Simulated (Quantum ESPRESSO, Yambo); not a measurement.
**InP (F-43m): G0W0 in Yambo against the bands**

Wanted: the cheapest bands that holds the gap of InP (F-43m).

Method: PBE and many-body steps on it, plane waves, in Yambo 5.3.0.

### Step 1. The starting structure

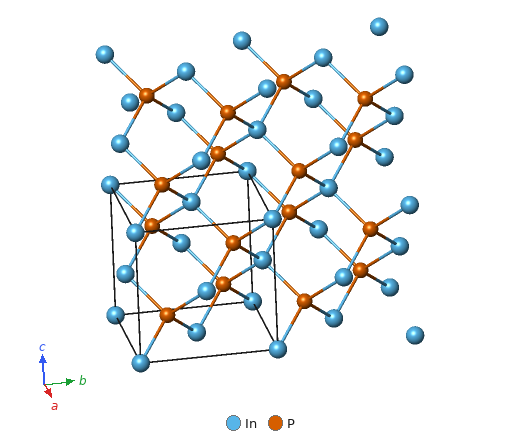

The cell as given, slightly off an axis (indium blue, phosphorus orange). 1×2×2 cells are drawn. This picture shows the conventional cell, with its axes. Bonds to atoms that aren't drawn are left out. Some periodic images of atoms are drawn too.

As a file:

```xyz
2
Lattice="0.0000 2.9343 2.9343 2.9343 0.0000 2.9343 2.9343 2.9343 0.0000" Properties=species:S:1:pos:R:3 pbc="T T T"
In    0.0000    0.0000    0.0000
P     1.4672    1.4672    1.4672
```

The cell and positions come from the Crystallography Open Database and are kept as given unless a step says otherwise.

### Step 2. 39 bands

This step: Yambo 5.3.0; G0W0 on PBE, plane waves, norm-conserving pseudopotentials.

Now the one-shot GW correction: screening in the RPA, then the self-energy of the levels asked for.

Contents of gw1.in:

```
HF_and_locXC
gw0
dyson
ppa
em1d
rim_cut
RandQpts= 1000000
RandGvec= 1 RL
EXXRLvcs= 80 Ry
VXCRLvcs= 320 Ry
Chimod= "HARTREE"
% BndsRnXp
 1 | 39 |
%
NGsBlkXp= 15.5 Ry
% LongDrXp
 1 | 1 | 1 |
%
% GbndRnge
 1 | 39 |
%
DysSolver= "n"
ExtendOut
PPAPntXp= 27.21138 eV
% QPkrange
 1 | 1 | 12 | 15 |
%
```

Started as:

```
$ OMP_NUM_THREADS=1 mpirun -n 8 yambo -F gw1.in -J gw1 -C gw1 > gw1.log
```

The program printed:

```text
 Yambo, version 5.3.0

 [02] CORE Variables Setup
 =========================

  [... cell, symmetries and grids as in the set-up ...]

  [02.05] Energies & Occupations
  ==============================

  [X] === General ===
  [X] Electronic Temperature                        :  0.000000  0.000000 [eV K]
  [X] Bosonic    Temperature                        :  0.000000  0.000000 [eV K]
  [X] Finite Temperature mode                       : no
  [X] El. density                                   :  0.51453E+24 [cm-3]
  [X] Fermi Level                                   :  8.260446 [eV]

  [X] === Gaps and Widths ===
  [X] Conduction Band Min                           :  0.686429 [eV]
  [X] Valence Band Max                              :  0.000000 [eV]
  [X] Filled Bands                                  :  13
  [X] Empty Bands                                   :    14   466
  [X] Direct Gap                                    :  0.686429 [eV]
  [X] Direct Gap localized at k                     :  1
  [X] Indirect Gap                                  :  0.686429 [eV]
  [X] Indirect Gap between kpts                     :  1  1
  [X] Last valence band width                       :  2.892736 [eV]
  [X] 1st conduction band width                     :  3.606219 [eV]

 [03] Transferred momenta grid and indexing
 ==========================================

 IBZ Q-points                                      :   8
 BZ  Q-points                                      :   64

 K/Q-points units:
 rlu = crystal or reduced units; cc = cartesian coordinates; iku = interal k-units

 Q [1]          [rlu]:  0.000000  0.000000  0.000000
 Q [2]          [rlu]:  0.92257E-17  0.92257E-17  0.25000
 Q [3]          [rlu]: -0.18451E-16 -0.18451E-16 -0.50000
 Q [4]          [rlu]:  0.20327E-17  0.25000      0.25000
 Q [5]          [rlu]: -0.25051E-16  0.25000      0.50000
 Q [6]          [rlu]: -0.73963E-16  0.25000     -0.25000
 Q [7]          [rlu]: -0.40653E-17 -0.50000     -0.50000
 Q [8]          [rlu]:  0.250000 -0.500000 -0.250000

 [04] Coloumb potential Random Integration (RIM)
 ===============================================

  [04.01] RIM initialization
  ==========================

  * Diagonal components only detected *

  8 x (sBL volume)        :  0.090926 [a.u.]
  sBZ random points       :  1000000
  Points outside the sBZ  :   7987327
  RL volume               :  0.727407 [a.u.]
  Integrated volume       :  0.728561 [a.u.]

  [04.02] RIM integrals
  =====================

  Gamma point sphere radius             :  0.081567 [a.u.]
  Points outside the sphere             :   799513
  [Int_sBZ(q=0) 1/q^2]*(Vol_sBZ)^(-1/3) =:  7.764325
                                 should be <:  7.795600

  Summary of Coulomb integrals for non-metallic bands |Q|[au] RIM/Bare

  Q [1] 0.100000E-4 0.995988 * Q [2] 0.245324 1.066027
  Q [4] 0.283276 1.064776 * Q [6] 0.400612 1.027388
  Q [5] 0.469759 1.020443 * Q [3] 0.490648 1.018189
  Q [7] 0.566551 1.014848 * Q [8] 0.633423 1.011845

 [WARNING] [Xp] User bands 1-39 break level degeneracy

 [05] Dipoles
 ============

  [05.01] Setup: observables and procedures
  =========================================

 [06] Dynamic Dielectric Matrix (PPA)
 ====================================

 [SLK-Inversion]  Pools        :  2
 [SLK-Inversion]  BLACS grid   :  2  2

 [WR./gw1//ndb.pp]---------------------------------------------------------------
  Brillouin Zone Q/K grids (IBZ/BZ)                :    8   64    8   64
  RL vectors                                       :   5029 [WF]
  Coulomb cutoff potential                         : none
  Electronic Temperature                           :  0.000000 [K]
  Bosonic    Temperature                           :  0.000000 [K]
  PPA    diel. fun.  energies                      : Perdew, Burke & Ernzerhof(X)+Perdew, Burke & Ernzerhof(C)
  wavefunctions                                    : Perdew, Burke & Ernzerhof(X)+Perdew, Burke & Ernzerhof(C)
  Global Gauge                                     : length
  X matrix size                                    :   387
  X band range                                     :    1   39
  X e/h energy range                               : -1.000000 -1.000000 [eV]
  X Time ordering                                  : R
  X Hxc Kernel                                     : HARTREE
  X Drude frequency                                :  0.000000  0.000000
  X poles                                          :  100.0000 [o/o]
  RL vectors in the sum                            :   5029
  [r,Vnl] included                                 : yes
  Field direction                                  :  0.577350E-5  0.577350E-5  0.577350E-5
  BZ energy Double Grid                            : no
  BZ energy DbGd points                            : 0
  BZ Q point size factor                           : -1.000000
  X Optical Averaged directions                    : none

 [07] Local Exchange-Correlation + Non-Local Fock
 ================================================

 [VXC] Plane waves :   33079
 [EXS] Plane waves :   4279

 QP @ state[ 1 ] K range:  1  1
 QP @ state[ 1 ] b range:  12  15

 [xc] Functional : Perdew, Burke & Ernzerhof(X)+Perdew, Burke & Ernzerhof(C)
 [xc] LIBXC used to calculate xc functional
  PP Number of Atomic Species                      :  2
  NLCC RL compoments                               :   33079
  PP Number of Atomic Species                      :  2
  NLCC RL compoments                               :   33079

 [xc] E_xc :  -18.18593 [Ha]
      E_xc :  -36.37186 [Ry]

  Local XC kind (lXC) : Perdew, Burke & Ernzerhof(X)+Perdew, Burke & Ernzerhof(C)
  Non-Local XC kind (nlXC) : Hartree-Fock

  Corrections @ K [1] :  [eV]
 <12|nlXC|12> = -14.70535  0.10392E-16 <12|lXC|12> = -12.90482  0.000000
 <13|nlXC|13> = -14.70528 -0.87421E-18 <13|lXC|13> = -12.90482  0.000000
 <14|nlXC|14> = -7.812628 -0.41644E-17 <14|lXC|14> = -11.73024  0.000000
 <15|nlXC|15> = -6.358432 -0.19473E-17 <15|lXC|15> = -10.77631  0.000000

 [08] Dyson equation: Newton solver
 ==================================

  [08.01] G0W0 (W PPA)
  ====================

  [  GW  ] Bands range     :    1   39
  [GW/PPA] G damping       :  0.100000 [eV]

  QP @ state[ 1 ] K range:  1  1
  QP @ state[ 1 ] b range:  12  15

   Sc/G bands                                       :    1   39
   Sc/G damping                                     :  0.100000 ev
   Sc bands terminator                              : no
   Sx RL components                                 :   4279

   QP @ state[ 1 ] K range                          :  1  1
   QP @ state[ 1 ] b range                          :  12  15
   GF energies kind                                 : Perdew, Burke & Ernzerhof(X)+Perdew, Burke & Ernzerhof(C)
   GF WF`s kind                                     : Perdew, Burke & Ernzerhof(X)+Perdew, Burke & Ernzerhof(C)
   Xs energies kind                                 : Perdew, Burke & Ernzerhof(X)+Perdew, Burke & Ernzerhof(C)
   Xs WF`s kind                                     : Perdew, Burke & Ernzerhof(X)+Perdew, Burke & Ernzerhof(C)

 [11] Game Over & Game summary
```

The job ended after 18 s (8 MPI ranks of INTEL XEON PLATINUM 8581C at 2.30GHz (Emerald Rapids), shared host; peak memory 3.2 GiB).

This step gave:

```yaml
g0w0_gap_on_the_points_computed: 1.398 eV
starting_gap_on_the_mesh: 0.6864 eV
k_of_the_valence_top: 0, 0, 0
k_of_the_conduction_bottom: 0, 0, 0
least_direct_g0w0_gap_on_the_computed_points: 1.398 eV
z_at_the_valence_top: 0.7784
z_at_the_conduction_bottom: 0.7936
```

The gap on the mesh goes from 0.69 eV to 1.40 eV, a correction of +0.71 eV.

### Step 3. 69 bands

Contents of gw2.in:

```
HF_and_locXC
gw0
dyson
ppa
em1d
rim_cut
RandQpts= 1000000
RandGvec= 1 RL
EXXRLvcs= 80 Ry
VXCRLvcs= 320 Ry
Chimod= "HARTREE"
% BndsRnXp
 1 | 69 |
%
NGsBlkXp= 15.5 Ry
% LongDrXp
 1 | 1 | 1 |
%
% GbndRnge
 1 | 69 |
%
DysSolver= "n"
ExtendOut
PPAPntXp= 27.21138 eV
% QPkrange
 1 | 1 | 12 | 15 |
%
```

Started as:

```
$ OMP_NUM_THREADS=1 mpirun -n 8 yambo -F gw2.in -J gw2 -C gw2 > gw2.log
```

The program printed:

```text
 Yambo, version 5.3.0

 [02] CORE Variables Setup
 =========================

  [... cell, symmetries and grids as in the set-up ...]

  [02.05] Energies & Occupations
  ==============================

  [X] === General ===
  [X] Electronic Temperature                        :  0.000000  0.000000 [eV K]
  [X] Bosonic    Temperature                        :  0.000000  0.000000 [eV K]
  [X] Finite Temperature mode                       : no
  [X] El. density                                   :  0.51453E+24 [cm-3]
  [X] Fermi Level                                   :  8.260446 [eV]

  [X] === Gaps and Widths ===
  [X] Conduction Band Min                           :  0.686429 [eV]
  [X] Valence Band Max                              :  0.000000 [eV]
  [X] Filled Bands                                  :  13
  [X] Empty Bands                                   :    14   466
  [X] Direct Gap                                    :  0.686429 [eV]
  [X] Direct Gap localized at k                     :  1
  [X] Indirect Gap                                  :  0.686429 [eV]
  [X] Indirect Gap between kpts                     :  1  1
  [X] Last valence band width                       :  2.892736 [eV]
  [X] 1st conduction band width                     :  3.606219 [eV]

 [03] Transferred momenta grid and indexing
 ==========================================

 IBZ Q-points                                      :   8
 BZ  Q-points                                      :   64

 K/Q-points units:
 rlu = crystal or reduced units; cc = cartesian coordinates; iku = interal k-units

 Q [1]          [rlu]:  0.000000  0.000000  0.000000
 Q [2]          [rlu]:  0.92257E-17  0.92257E-17  0.25000
 Q [3]          [rlu]: -0.18451E-16 -0.18451E-16 -0.50000
[...]
================================================

 [VXC] Plane waves :   33079
 [EXS] Plane waves :   4279

 QP @ state[ 1 ] K range:  1  1
 QP @ state[ 1 ] b range:  12  15

 [xc] Functional : Perdew, Burke & Ernzerhof(X)+Perdew, Burke & Ernzerhof(C)
 [xc] LIBXC used to calculate xc functional
  PP Number of Atomic Species                      :  2
  NLCC RL compoments                               :   33079
  PP Number of Atomic Species                      :  2
  NLCC RL compoments                               :   33079

 [xc] E_xc :  -18.18593 [Ha]
      E_xc :  -36.37186 [Ry]

  Local XC kind (lXC) : Perdew, Burke & Ernzerhof(X)+Perdew, Burke & Ernzerhof(C)
  Non-Local XC kind (nlXC) : Hartree-Fock

  Corrections @ K [1] :  [eV]
 <12|nlXC|12> = -14.70535  0.10392E-16 <12|lXC|12> = -12.90482  0.000000
 <13|nlXC|13> = -14.70528 -0.87421E-18 <13|lXC|13> = -12.90482  0.000000
 <14|nlXC|14> = -7.812628 -0.41644E-17 <14|lXC|14> = -11.73024  0.000000
 <15|nlXC|15> = -6.358432 -0.19473E-17 <15|lXC|15> = -10.77631  0.000000

 [08] Dyson equation: Newton solver
 ==================================

  [08.01] G0W0 (W PPA)
  ====================

  [  GW  ] Bands range     :    1   69
  [GW/PPA] G damping       :  0.100000 [eV]

  QP @ state[ 1 ] K range:  1  1
  QP @ state[ 1 ] b range:  12  15

   Sc/G bands                                       :    1   69
   Sc/G damping                                     :  0.100000 ev
   Sc bands terminator                              : no
   Sx RL components                                 :   4279

   QP @ state[ 1 ] K range                          :  1  1
   QP @ state[ 1 ] b range                          :  12  15
   GF energies kind                                 : Perdew, Burke & Ernzerhof(X)+Perdew, Burke & Ernzerhof(C)
   GF WF`s kind                                     : Perdew, Burke & Ernzerhof(X)+Perdew, Burke & Ernzerhof(C)
   Xs energies kind                                 : Perdew, Burke & Ernzerhof(X)+Perdew, Burke & Ernzerhof(C)
   Xs WF`s kind                                     : Perdew, Burke & Ernzerhof(X)+Perdew, Burke & Ernzerhof(C)

 [11] Game Over & Game summary
```

Elapsed: 32 s, on 8 MPI ranks; peak memory 3.2 GiB; 4.1 min of CPU time.

This step gave:

| Item | Value |
| --- | --- |
| G0W0 gap on the points computed | 1.369 eV |
| starting gap on the mesh | 0.6864 eV |
| k of the valence top | 0, 0, 0 |
| k of the conduction bottom | 0, 0, 0 |
| least direct G0W0 gap on the computed points | 1.369 eV |
| Z at the valence top | 0.7804 |
| Z at the conduction bottom | 0.7943 |

Against the run before, the gap moves by −0.029 eV.

### Step 4. 127 bands

Contents of gw3.in:

```
HF_and_locXC
gw0
dyson
ppa
em1d
rim_cut
RandQpts= 1000000
RandGvec= 1 RL
EXXRLvcs= 80 Ry
VXCRLvcs= 320 Ry
Chimod= "HARTREE"
% BndsRnXp
 1 | 127 |
%
NGsBlkXp= 15.5 Ry
% LongDrXp
 1 | 1 | 1 |
%
% GbndRnge
 1 | 127 |
%
DysSolver= "n"
ExtendOut
PPAPntXp= 27.21138 eV
% QPkrange
 1 | 1 | 12 | 15 |
%
```

Started as:

```
$ OMP_NUM_THREADS=1 mpirun -n 8 yambo -F gw3.in -J gw3 -C gw3 > gw3.log
```

The program printed:

```text
 Yambo, version 5.3.0

 [02] CORE Variables Setup
 =========================

  [... cell, symmetries and grids as in the set-up ...]

  [02.05] Energies & Occupations
  ==============================

  [X] === General ===
  [X] Electronic Temperature                        :  0.000000  0.000000 [eV K]
  [X] Bosonic    Temperature                        :  0.000000  0.000000 [eV K]
  [X] Finite Temperature mode                       : no
  [X] El. density                                   :  0.51453E+24 [cm-3]
[...]
Sx RL components                                 :   4279

   QP @ state[ 1 ] K range                          :  1  1
   QP @ state[ 1 ] b range                          :  12  15
   GF energies kind                                 : Perdew, Burke & Ernzerhof(X)+Perdew, Burke & Ernzerhof(C)
   GF WF`s kind                                     : Perdew, Burke & Ernzerhof(X)+Perdew, Burke & Ernzerhof(C)
   Xs energies kind                                 : Perdew, Burke & Ernzerhof(X)+Perdew, Burke & Ernzerhof(C)
   Xs WF`s kind                                     : Perdew, Burke & Ernzerhof(X)+Perdew, Burke & Ernzerhof(C)

 [11] Game Over & Game summary
```

Wall time 56 s (8 MPI ranks); peak memory 3.3 GiB; 7.3 min of CPU time.

This step gave:

```
G0W0 gap on the points computed              : 1.375 eV
starting gap on the mesh                     : 0.6864 eV
k of the valence top                         : 0, 0, 0
k of the conduction bottom                   : 0, 0, 0
least direct G0W0 gap on the computed points : 1.375 eV
```

Against the run before, the gap moves by +0.006 eV.

(Continued in part 2 of 2.)

[Paths, hosts, dates, memory and timing lines, banners, echoed tables and standing remarks are left out of the program output.]

[Logs are printed without paths, hosts, clocks, repeated set-up lines and the standing remarks that a program may print on its own settings, such as how far it seeks lower states.]

[Runs of the session that timed out or met a known fault of the program may be left out.]

[Hosts, paths, dates, database ids (printed as entryN), source tags and the programs' standing remarks are cut or masked in the printed files.]
